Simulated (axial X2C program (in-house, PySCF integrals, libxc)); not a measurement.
**SeAl⁻: from the state search to constants**

Aim: find the lowest determinant of SeAl⁻, scan the bond at several levels and fit the constants, once spin-free and once with spin–orbit coupling.

Program: an in-house X2C program for linear molecules on PySCF integrals. Level of theory: all-electron X2C, Se dyall-acv3z, Al dyall-av3z. These are calculated values, not measurements.

## 1. The job

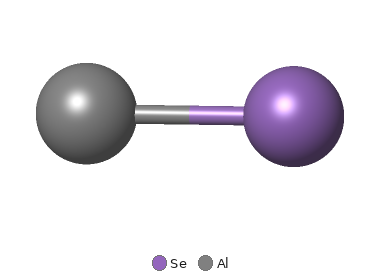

The two atoms at 2.200 Å (selenium purple, aluminium grey).

The input, task.json:

```json
{
 "zs": [
  34,
  13
 ],
 "q": -1,
 "bas": [
  "dyall-acv3z",
  "dyall-av3z"
 ],
 "levels": [
  "PBE0",
  "HF",
  "M06"
 ],
 "cc": true,
 "r0": 2.2,
 "thr": -2.0,
 "nmax": 90,
 "npts": 10,
 "nst": 2,
 "ntry": 6
}
```

Keys: zs atomic numbers; q charge; bas basis sets; levels methods (HF also brings MP2); cc coupled cluster on or off; r0 starting distance in Å; thr threshold in hartree for freezing inner shells (an s shell follows its p shell); nmax most natural virtual spinors; npts points asked for on the curve; nst determinants followed; ntry starts of the search.

Run with:

```console
python so2c.py task.json out
```

Spin-free means the one-electron spin-free X2C Hamiltonian; two-component (2c) means X2C with spin–orbit coupling and atomic mean-field two-electron Coulomb and Gaunt terms. Basis: Se dyall-acv3z contracted to [9s10p7d5f1g], Al dyall-av3z contracted to [9s9p3d2f]; Gaussian nuclei, density fitting. Masses: Se 79.917 u, Al 26.982 u.

Notation: σ, π±, δ± give the projection m of an orbital's angular momentum (0, ±1, ±2), α and β its spin, Λ and M_S the sums; ω is the projection of a spinor's total angular momentum and Ω the sum. Logs are in hartree.

The results follow Hamiltonian by Hamiltonian and level by level.

## 2. State search with PBE0

Determinants are compared with PBE0 at 2.200 Å.

Spin-free determinants:

| ΔE (eV) | state | open shells |
| --- | --- | --- |
| 0.00 | M_S = 0, Λ = 0 | closed shell |
| 2.13 | M_S = 1, Λ = 1 | beyond closed shells: σα, π+α |
| 2.50 | M_S = 0, Λ = 1 | beyond closed shells: σα, π+β |
| 2.80 | M_S = 1, Λ = 0 | beyond closed shells: 2 × σα |
| 3.23 | M_S = 1, Λ = 2 | beyond closed shells: 2 × π+α, π+β, π-α |
| 3.23 | M_S = 1, Λ = 0 | beyond closed shells: π+α, π+β, 2 × π-α |
| 3.30 | M_S = 0, Λ = 2 | beyond closed shells: π+α, 2 × π+β, π-α |

Two-component determinants:

```
ΔE (eV)  state                              open shells
   0.00  Ω = 0                             closed shell
   2.15  Ω = 2   excess of +ω over −ω: ω = 1/2, ω = 3/2
   2.48  Ω = 1        excess of +ω over −ω: 2 × ω = 1/2
   2.51  Ω = 1  excess of +ω over −ω: ω = -1/2, ω = 3/2
   3.12  Ω = 1  excess of +ω over −ω: ω = -1/2, ω = 3/2
   3.14  Ω = 3        excess of +ω over −ω: 2 × ω = 3/2
   3.20  Ω = 2   excess of +ω over −ω: ω = 1/2, ω = 3/2
```

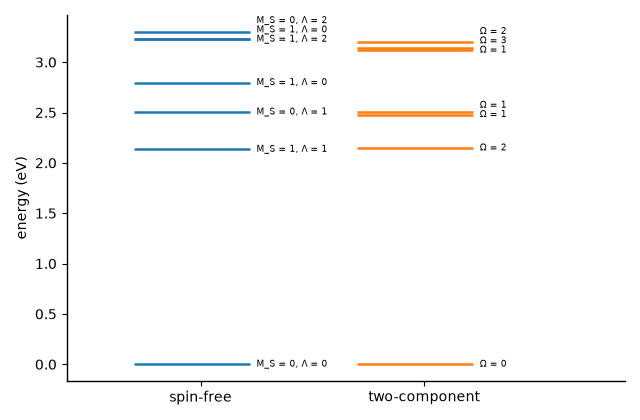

The determinants found, each set from its own lowest.

## 3. PBE0, spin-free

State followed: M_S = 0, Λ = 0 (closed shell). The scan is laid around 2.238 Å, a first estimate of the minimum, and this SCF restarts from the orbitals of the search.

Output at 2.238 Å:

```text
spin-free X2C-1e  PBE0
basis functions 183  fitting functions 1002  grid points 5077
iter        total energy     max residual
   1      -2669.805989873     1.19e+01
   2      -2670.971897538     1.01e+01
   3      -2671.597679887     7.76e+00
   4      -2672.350660341     1.71e+00
   5      -2672.448017485     1.27e+00
   6      -2672.511623429     5.11e-01
   7      -2672.531100781     1.65e-01
   8      -2672.537756081     9.20e-02
   9      -2672.539577747     8.53e-02
  10      -2672.540239235     3.61e-02
  11      -2672.540510419     1.32e-02
  12      -2672.540585359     1.43e-02
  13      -2672.540609276     3.80e-03
  14      -2672.540614520     2.12e-03
  15      -2672.540615529     7.54e-04
  16      -2672.540615696     2.95e-04
  17      -2672.540615726     2.49e-04
  18      -2672.540615734     5.33e-05
  19      -2672.540615736     4.48e-05
  20      -2672.540615736     9.34e-06
converged
one-electron -3937.73960300  Coulomb 1267.82075711  exact exchange -26.29537793  xc functional -80.83770881  nuclear repulsion 104.51131690
```

Along the bond, energies from the lowest point:

```
R (Å)  E (eV)  μ (D)  HOMO (eV)  LUMO (eV)  iterations
1.947  0.8818  -2.97      -0.53       2.58          32
2.037  0.3629  -2.60      -0.65       2.58          28
2.104  0.1417  -2.31      -0.73       2.57          28
2.171  0.0290  -2.01      -0.81       2.56          26
2.238  0.0000  -1.70      -0.88       2.54          20
2.316  0.0466  -1.34      -0.95       2.52          26
2.395  0.1567  -0.97      -1.00       2.49          26
2.495  0.3629  -0.51      -1.04       2.44          26
2.619  0.6761   0.04      -0.90       2.35          26
2.797  1.1881   0.78      -0.73       2.20          24
```

Dipoles are positive if Al is the positive end and refer to the centre of mass.

Outer orbitals at the reference distance:

| symmetry | occupied | ε (eV) | atomic character |
| --- | --- | --- | --- |
| σα | yes | -12.72 | 71% Se s, 11% Al p, 8% Al d |
| σα | yes | -4.22 | 50% Se p, 40% Al s, 5% Se s |
| π+α | yes | -1.41 | 73% Se p, 15% Al p, 7% Al d |
| π-α | yes | -1.41 | 73% Se p, 15% Al p, 7% Al d |
| σα | yes | -0.88 | 35% Al p, 29% Se p, 26% Al s |
| π+α | no | 2.54 | 92% Al p, 4% Al d, 2% Se p |
| π-α | no | 2.54 | 92% Al p, 4% Al d, 2% Se p |
| σα | no | 2.54 | 85% Al p, 13% Al s |
| σα | no | 2.94 | 73% Al s, 13% Al p, 11% Se p |

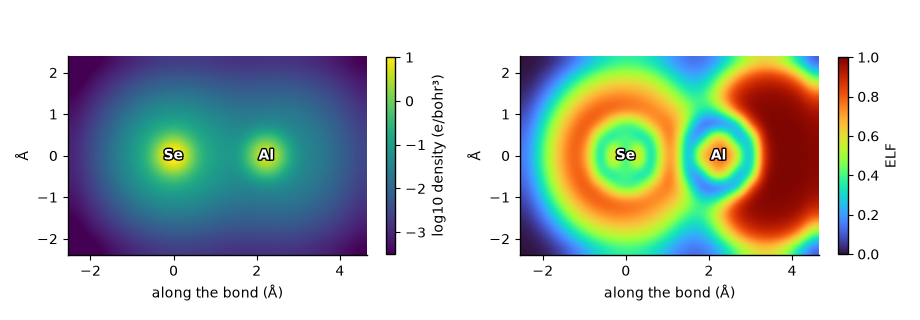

PBE0 fields in a plane through the axis, from a grid of 0.3 Å; Se lies at z = 0 and Al at z = 2.238 Å; the ELF is damped to zero where the density is low.

Re = 2.232 Å, ωe = 443 cm⁻¹, ωexe = 1.34 cm⁻¹, Be = 0.1678 cm⁻¹, De = 4.26 eV, μ = -1.73 D.

## 4. HF, spin-free

Output at 2.238 Å:

```text
spin-free X2C-1e  HF
basis functions 183  fitting functions 1002  grid points 5077
iter        total energy     max residual
   1      -2670.589040725     2.25e-01
   2      -2670.610351417     7.63e-03
   3      -2670.611153567     9.34e-03
   4      -2670.611343850     2.71e-03
   5      -2670.611361296     2.81e-04
   6      -2670.611363786     2.90e-04
   7      -2670.611364120     4.97e-05
   8      -2670.611364158     1.02e-05
   9      -2670.611364160     3.33e-06
  10      -2670.611364160     5.13e-07
converged
one-electron -3937.77102068  Coulomb 1267.93001880  exact exchange -105.28167918  xc functional 0.00000000  nuclear repulsion 104.51131690
```

Re = 2.226 Å, ωe = 461 cm⁻¹, ωexe = 1.29 cm⁻¹, Be = 0.1687 cm⁻¹, De = 3.04 eV, μ = -1.30 D.

## 5. M06, spin-free

Output at 2.238 Å:

```text
spin-free X2C-1e  M06
basis functions 183  fitting functions 1002  grid points 5077
iter        total energy     max residual
   1      -2672.909267511     1.31e-01
   2      -2672.912545166     2.71e-03
   3      -2672.912763784     6.01e-03
   4      -2672.912835439     2.58e-03
   5      -2672.912850673     7.00e-04
   6      -2672.912854232     2.81e-04
   7      -2672.912854738     1.09e-04
   8      -2672.912854765     1.96e-05
   9      -2672.912854768     1.09e-05
converged
one-electron -3937.75062290  Coulomb 1267.84079936  exact exchange -28.40157448  xc functional -79.11277365  nuclear repulsion 104.51131690
```

Re = 2.228 Å, ωe = 443 cm⁻¹, ωexe = 1.39 cm⁻¹, Be = 0.1684 cm⁻¹, De = 4.16 eV, μ = -1.59 D.

## 6. Correlated methods, spin-free

Correlated methods: 10 electrons correlated (frozen shells, counted by type: Se 3 s, 2 p, 1 d; Al 2 s, 1 p), 248 virtual spinors in MP2, 88 natural virtuals in coupled cluster.

Output of the correlated part at 2.238 Å:

```text
correlated 10  virtual 248  natural virtual 88  E(MP2) -0.225875671  MP2 remainder -0.009242556
iter   CCSD correlation   residual
   1     -0.228961355   1.38e-01
   2     -0.236038636   5.70e-02
   3     -0.237915957   2.46e-02
   4     -0.237885102   7.36e-03
   5     -0.237924613   2.32e-03
   6     -0.237924139   9.21e-04
   7     -0.237924767   3.10e-04
   8     -0.237928004   1.08e-04
   9     -0.237927003   3.44e-05
  10     -0.237927057   1.19e-05
  11     -0.237926886   4.17e-06
  12     -0.237926881   1.57e-06
(T) -0.013685363  T1 0.0273  D1 0.0370  max T2 0.081
```

T1 in the output is the amplitude norm over the root of the electron number; divide by √2 for the Lee–Taylor value.

MP2: Re = 2.239 Å, ωe = 446 cm⁻¹, Be = 0.1667 cm⁻¹, De = 4.42 eV.

CCSD: Re = 2.237 Å, ωe = 449 cm⁻¹, ωexe = 1.33 cm⁻¹, Be = 0.167 cm⁻¹, De = 4.12 eV. T1 at Re = 0.019 (Lee–Taylor, the printed value over √2).

CCSD(T): Re = 2.245 Å, ωe = 440 cm⁻¹, ωexe = 1.37 cm⁻¹, Be = 0.1657 cm⁻¹, De = 4.28 eV. T1 at Re = 0.019 (Lee–Taylor, the printed value over √2).

## 7. A higher determinant, spin-free

State: M_S = 1, Λ = 1 (beyond closed shells: σα, π+α).

Output at the reference distance:

```text
spin-free X2C-1e  PBE0
basis functions 183  fitting functions 1002  grid points 5077
iter        total energy     max residual
   1      -2669.839792575     1.18e+01
   2      -2670.876806976     1.01e+01
   3      -2671.509008349     7.75e+00
   4      -2672.270520023     1.66e+00
   5      -2672.350828349     8.09e-01
   6      -2672.437141178     5.60e-01
   7      -2672.451213891     3.11e-01
   8      -2672.458273412     1.63e-01
   9      -2672.460764792     6.99e-02
  10      -2672.461702323     6.44e-02
  11      -2672.462221756     3.96e-02
  12      -2672.462385948     2.42e-02
  13      -2672.462440933     6.97e-03
  14      -2672.462454963     8.14e-03
  15      -2672.462459098     5.78e-03
  16      -2672.462460812     3.53e-03
  17      -2672.462461253     9.05e-04
  18      -2672.462461347     2.96e-04
  19      -2672.462461362     1.29e-04
  20      -2672.462461364     7.28e-05
  21      -2672.462461365     3.56e-05
  22      -2672.462461365     9.04e-06
converged
one-electron -3936.16171837  Coulomb 1266.29196718  exact exchange -26.29131719  xc functional -80.81270989  nuclear repulsion 104.51131690
```

```
R (Å)  E above the lowest PBE0 point (eV)
1.947                               2.993
2.037                               2.496
2.104                               2.281
2.171                               2.166
2.238                               2.127
2.316                               2.151
2.395                               2.227
2.495                               2.372
2.619                               2.580
```

Re = 2.248 Å, ωe = 400 cm⁻¹, ωexe = 2.32 cm⁻¹, Be = 0.1654 cm⁻¹, μ = -3.31 D. Te = 2.13 eV.

## 8. The spin-free curves together

Energy (eV) of the followed determinant, spin-free, from each level's lowest point:

```
R (Å)   PBE0     HF    MP2   CCSD  CCSD(T)    M06
1.947  0.882  0.899  0.951    n/a      n/a  0.852
2.037  0.363  0.363  0.401  0.397    0.419  0.346
2.104  0.142  0.137  0.163  0.160    0.175  0.132
2.171  0.029  0.024  0.038  0.036    0.044  0.025
2.238  0.000  0.000  0.000  0.000    0.000  0.000
2.316  0.047  0.056  0.040  0.042    0.032  0.051
2.395  0.157  0.181  0.146  0.151    0.131  0.163
2.495  0.363  0.409  0.351  0.360    0.325  0.370
2.619  0.676  0.753  0.666    n/a      n/a  0.682
2.797  1.188  1.315  1.185    n/a      n/a  1.188
```

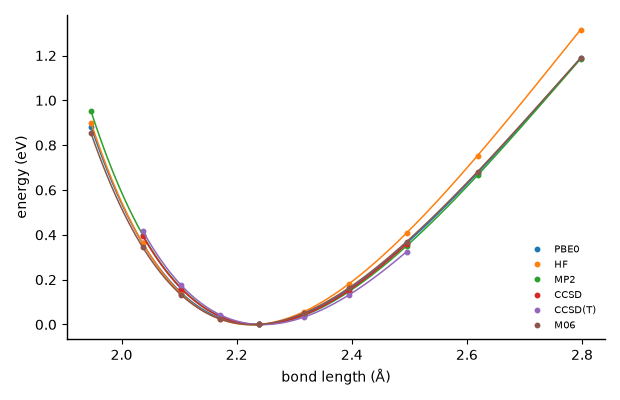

Curves of the followed state, spin-free, each from its own lowest point.

## 9. PBE0, 2c

State followed: Ω = 0 (closed shell). The scan is laid around 2.238 Å, a first estimate of the minimum, and this SCF restarts from the orbitals of the search.

Output at 2.238 Å:

```text
two-component X2C + atomic mean field  PBE0
basis functions 183  fitting functions 1002  grid points 5077
iter        total energy     max residual
   1      -2668.838152523     1.01e+01
   2      -2670.307953584     8.13e+00
   3      -2671.128870789     4.52e+00
   4      -2671.559608865     1.06e+00
   5      -2671.590490526     4.13e-01
   6      -2671.674662287     2.54e-01
   7      -2671.686810505     1.86e-01
   8      -2671.690129052     7.65e-02
   9      -2671.691019572     4.53e-02
  10      -2671.691352076     2.06e-02
  11      -2671.691443488     8.34e-03
  12      -2671.691471794     3.91e-03
  13      -2671.691477489     3.31e-03
  14      -2671.691479670     1.29e-03
  15      -2671.691479892     1.49e-03
  16      -2671.691480027     3.36e-04
  17      -2671.691480057     9.03e-05
  18      -2671.691480066     4.67e-05
  19      -2671.691480067     1.11e-05
converged
one-electron -3935.53229007  Coulomb 1267.34747914  exact exchange -26.28593729  xc functional -80.80865856  nuclear repulsion 104.51131690  atomic mean-field constant -0.92339020
```

Along the bond, energies from the lowest point:

```
R (Å)  E (eV)  μ (D)  HOMO (eV)  LUMO (eV)  iterations
1.947  0.8858  -2.98      -0.53       2.58          31
2.037  0.3655  -2.61      -0.65       2.57          27
2.104  0.1434  -2.32      -0.73       2.57          25
2.171  0.0298  -2.02      -0.80       2.55          26
2.238  0.0000  -1.71      -0.87       2.54          19
2.316  0.0457  -1.35      -0.93       2.51          26
2.395  0.1550  -0.99      -0.97       2.48          25
2.495  0.3600  -0.53      -0.94       2.43          26
2.619  0.6719   0.01      -0.80       2.34          26
2.797  1.1817   0.75      -0.63       2.19          24
```

Dipoles are positive if Al is the positive end and refer to the centre of mass.

Outer spinors at the reference distance:

| ω | occupied | ε (eV) | atomic character | λ mixture |
| --- | --- | --- | --- | --- |
| 1/2 | yes | -12.72 | 71% Se s, 11% Al p, 8% Al d | 100% σ |
| 1/2 | yes | -4.23 | 50% Se p, 39% Al s, 5% Se s | 100% σ |
| 1/2 | yes | -1.53 | 73% Se p, 15% Al p, 7% Al d | 98% π, 2% σ |
| 3/2 | yes | -1.32 | 72% Se p, 16% Al p, 7% Al d | 100% π |
| 1/2 | yes | -0.87 | 35% Al p, 30% Se p, 26% Al s | 98% σ, 2% π |
| 1/2 | no | 2.54 | 91% Al p, 4% Al d, 2% Se p | 92% π, 8% σ |
| 3/2 | no | 2.55 | 92% Al p, 4% Al d, 2% Se p | 100% π |
| 1/2 | no | 2.55 | 88% Al p, 10% Al s | 92% σ, 8% π |
| 1/2 | no | 2.98 | 76% Al s, 11% Al p, 10% Se p | 100% σ |

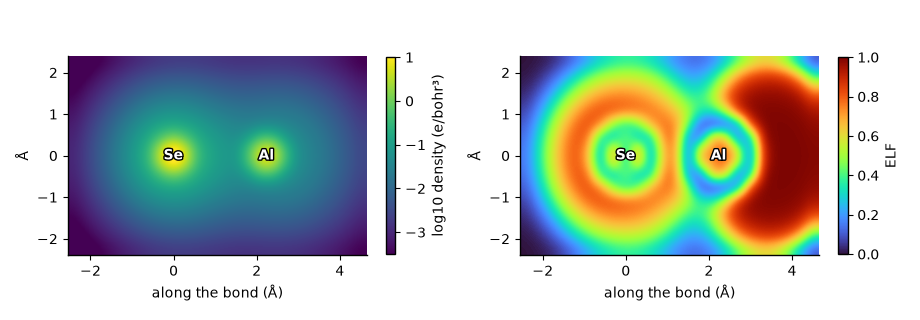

PBE0 fields in a plane through the axis, from a grid of 0.3 Å; Se lies at z = 0 and Al at z = 2.238 Å; the ELF is damped to zero where the density is low.

Re = 2.232 Å, ωe = 443 cm⁻¹, ωexe = 1.34 cm⁻¹, Be = 0.1677 cm⁻¹, De = 4.22 eV, μ = -1.74 D.

## 10. HF, 2c

The SCF at the reference distance of 2.238 Å:

```text
two-component X2C + atomic mean field  HF
basis functions 183  fitting functions 1002  grid points 5077
iter        total energy     max residual
   1      -2669.740633367     2.31e-01
   2      -2669.761922302     7.62e-03
   3      -2669.762722941     9.57e-03
   4      -2669.762912292     2.71e-03
   5      -2669.762929817     2.83e-04
   6      -2669.762932350     2.93e-04
   7      -2669.762932696     5.15e-05
   8      -2669.762932739     1.15e-05
   9      -2669.762932742     4.73e-06
  10      -2669.762932742     1.36e-06
converged
one-electron -3935.56195704  Coulomb 1267.45490584  exact exchange -105.24380824  xc functional 0.00000000  nuclear repulsion 104.51131690  atomic mean-field constant -0.92339020
```

Re = 2.226 Å, ωe = 460 cm⁻¹, ωexe = 1.29 cm⁻¹, Be = 0.1686 cm⁻¹, De = 2.90 eV, μ = -1.31 D.

## 11. M06, 2c

Output at 2.238 Å:

```text
two-component X2C + atomic mean field  M06
basis functions 183  fitting functions 1002  grid points 5077
iter        total energy     max residual
   1      -2672.060367917     1.31e-01
   2      -2672.063642681     2.77e-03
   3      -2672.063860440     6.02e-03
   4      -2672.063931811     2.55e-03
   5      -2672.063946418     7.04e-04
   6      -2672.063950012     2.83e-04
   7      -2672.063950486     1.07e-04
   8      -2672.063950514     1.95e-05
   9      -2672.063950516     1.09e-05
converged
one-electron -3935.54552512  Coulomb 1267.36986393  exact exchange -28.39141629  xc functional -79.08479974  nuclear repulsion 104.51131690  atomic mean-field constant -0.92339020
```

Re = 2.228 Å, ωe = 442 cm⁻¹, ωexe = 1.39 cm⁻¹, Be = 0.1683 cm⁻¹, De = 4.07 eV, μ = -1.60 D.

## 12. Correlated methods, 2c

Correlated methods: 10 electrons correlated (frozen shells, counted by type: Se 3 s, 2 p, 1 d; Al 2 s, 1 p), 248 virtual spinors in MP2, 90 natural virtuals in coupled cluster.

Output of the correlated part at 2.238 Å:

```text
correlated 10  virtual 248  natural virtual 90  E(MP2) -0.225792434  MP2 remainder -0.008899072
iter   CCSD correlation   residual
   1     -0.229155566   1.38e-01
   2     -0.236223507   5.70e-02
   3     -0.238099544   2.46e-02
   4     -0.238069019   7.36e-03
   5     -0.238108745   2.32e-03
   6     -0.238108170   9.21e-04
   7     -0.238108814   3.11e-04
   8     -0.238112038   1.10e-04
   9     -0.238111019   3.68e-05
  10     -0.238111080   1.46e-05
  11     -0.238110885   6.76e-06
  12     -0.238110888   3.76e-06
(T) -0.013746364  T1 0.0273  D1 0.0370  max T2 0.081
```

MP2: Re = 2.240 Å, ωe = 446 cm⁻¹, Be = 0.1666 cm⁻¹, De = 4.33 eV.

CCSD: Re = 2.238 Å, ωe = 448 cm⁻¹, ωexe = 1.33 cm⁻¹, Be = 0.1669 cm⁻¹, De = 4.02 eV. T1 at Re = 0.019 (Lee–Taylor, the printed value over √2).

CCSD(T): Re = 2.246 Å, ωe = 439 cm⁻¹, ωexe = 1.38 cm⁻¹, Be = 0.1656 cm⁻¹, De = 4.18 eV. T1 at Re = 0.019 (Lee–Taylor, the printed value over √2).

## 13. A higher determinant, 2c

State: Ω = 2 (excess of +ω over −ω: ω = 1/2, ω = 3/2).

Output at the reference distance:

```text
two-component X2C + atomic mean field  PBE0
basis functions 183  fitting functions 1002  grid points 5077
iter        total energy     max residual
   1      -2668.876964305     1.00e+01
   2      -2670.203885854     8.13e+00
   3      -2670.842738375     5.97e+00
   4      -2671.451503040     9.58e-01
   5      -2671.535955453     5.48e-01
   6      -2671.597314621     2.65e-01
   7      -2671.605780041     2.32e-01
   8      -2671.609673814     1.37e-01
   9      -2671.611439963     5.47e-02
  10      -2671.612327990     3.50e-02
  11      -2671.612592967     5.13e-02
  12      -2671.612761100     1.96e-02
  13      -2671.612802611     1.57e-02
  14      -2671.612815594     3.86e-03
  15      -2671.612818726     6.61e-03
  16      -2671.612820732     2.55e-03
  17      -2671.612821254     1.50e-03
  18      -2671.612821444     4.98e-04
  19      -2671.612821517     3.16e-04
  20      -2671.612821535     2.34e-04
  21      -2671.612821544     1.08e-04
  22      -2671.612821546     3.70e-05
  23      -2671.612821546     1.73e-05
converged
one-electron -3933.92452688  Coulomb 1265.78830295  exact exchange -26.28163416  xc functional -80.78289016  nuclear repulsion 104.51131690  atomic mean-field constant -0.92339020
```

```
R (Å)  E above the lowest PBE0 point (eV)
1.947                               3.011
2.037                               2.513
2.104                               2.298
2.171                               2.181
2.238                               2.140
2.316                               2.162
2.395                               2.235
2.495                               2.373
2.619                               2.571
```

Re = 2.250 Å, ωe = 395 cm⁻¹, ωexe = 2.47 cm⁻¹, Be = 0.165 cm⁻¹, μ = -3.37 D. Te = 2.14 eV.

## 14. The 2c curves together

Energy (eV) of the followed determinant, 2c, from each level's lowest point:

```
R (Å)   PBE0     HF    MP2   CCSD  CCSD(T)    M06
1.947  0.886  0.904  0.955    n/a      n/a  0.856
2.037  0.366  0.366  0.404  0.399    0.422  0.348
2.104  0.143  0.139  0.165  0.161    0.177  0.133
2.171  0.030  0.025  0.038  0.037    0.045  0.025
2.238  0.000  0.000  0.000  0.000    0.000  0.000
2.316  0.046  0.055  0.039  0.041    0.032  0.050
2.395  0.155  0.179  0.145  0.150    0.130  0.161
2.495  0.360  0.406  0.348  0.357    0.323  0.367
2.619  0.672  0.749  0.662    n/a      n/a  0.677
2.797  1.182  1.308  1.179    n/a      n/a  1.181
```

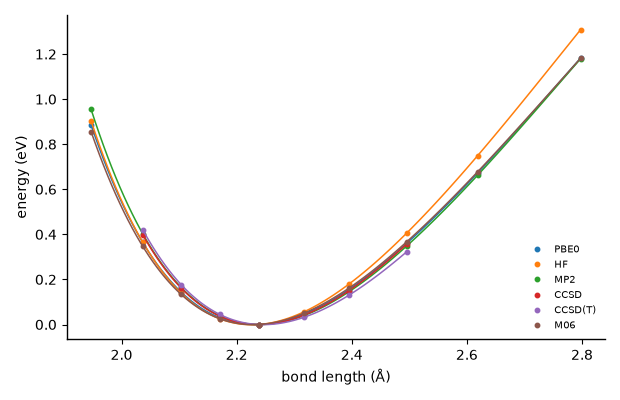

Curves of the followed state, 2c, each from its own lowest point.

The whole job took 2.6 min on 1 thread of AMD EPYC 7B13 (Zen 3), shared host; peak memory 0.65 GiB.

## 15. Results

Lowest determinant that the search found at its distance, spin-free: M_S = 0, Λ = 0 (closed shell).

Lowest determinant that the search found at its distance, 2c: Ω = 0 (closed shell).

```json
{"Hamiltonian": "spin-free", "level": "PBE0", "Re (Å)": "2.232", "ωe (cm⁻¹)": "443", "De (eV)": "4.26", "μ (D)": "-1.73"}
{"Hamiltonian": "spin-free", "level": "HF", "Re (Å)": "2.226", "ωe (cm⁻¹)": "461", "De (eV)": "3.04", "μ (D)": "-1.30"}
{"Hamiltonian": "spin-free", "level": "MP2", "Re (Å)": "2.239", "ωe (cm⁻¹)": "446", "De (eV)": "4.42", "μ (D)": "n/a"}
{"Hamiltonian": "spin-free", "level": "CCSD", "Re (Å)": "2.237", "ωe (cm⁻¹)": "449", "De (eV)": "4.12", "μ (D)": "n/a"}
{"Hamiltonian": "spin-free", "level": "CCSD(T)", "Re (Å)": "2.245", "ωe (cm⁻¹)": "440", "De (eV)": "4.28", "μ (D)": "n/a"}
{"Hamiltonian": "spin-free", "level": "M06", "Re (Å)": "2.228", "ωe (cm⁻¹)": "443", "De (eV)": "4.16", "μ (D)": "-1.59"}
{"Hamiltonian": "2c", "level": "PBE0", "Re (Å)": "2.232", "ωe (cm⁻¹)": "443", "De (eV)": "4.22", "μ (D)": "-1.74"}
{"Hamiltonian": "2c", "level": "HF", "Re (Å)": "2.226", "ωe (cm⁻¹)": "460", "De (eV)": "2.90", "μ (D)": "-1.31"}
{"Hamiltonian": "2c", "level": "MP2", "Re (Å)": "2.240", "ωe (cm⁻¹)": "446", "De (eV)": "4.33", "μ (D)": "n/a"}
{"Hamiltonian": "2c", "level": "CCSD", "Re (Å)": "2.238", "ωe (cm⁻¹)": "448", "De (eV)": "4.02", "μ (D)": "n/a"}
{"Hamiltonian": "2c", "level": "CCSD(T)", "Re (Å)": "2.246", "ωe (cm⁻¹)": "439", "De (eV)": "4.18", "μ (D)": "n/a"}
{"Hamiltonian": "2c", "level": "M06", "Re (Å)": "2.228", "ωe (cm⁻¹)": "442", "De (eV)": "4.07", "μ (D)": "-1.60"}
```

Dipoles are positive if Al is the positive end and refer to the centre of mass.

Time per point (s) on 1 thread of AMD EPYC 7B13 (Zen 3), shared host (2c runs; CCSD comes with the CCSD(T) run); the times are rough: PBE0 0.83, HF 0.47, MP2 0.59, CCSD(T) 3.7, M06 1.3.

At CCSD(T), going from spin-free to two-component changes Re by +1 mÅ, ωe by -0.1 %, which is small (part of it comes from the scalar share of the two-electron terms). De moves by -0.09 eV; both De rest on single-determinant atoms, which can miss part of an open shell's spin–orbit lowering.

De refers to Se- + Al, each in the lowest determinant found, which need not be this curve's own limit. Each curve is one determinant whose occupation by symmetry is held fixed; it was picked as the lowest of a PBE0 search that is not exhaustive. The closed shell is kept restricted; where the fragments are open shells, the energy then runs too high at long range. De is counted from the lowest determinant-based energies of the atoms at the same level, without counterpoise correction. CCSD and (T) use frozen natural virtuals with an MP2 correction for the truncation. The meta-GGAs lack a current-density term, which matters for open shells with orbital currents, atoms included.
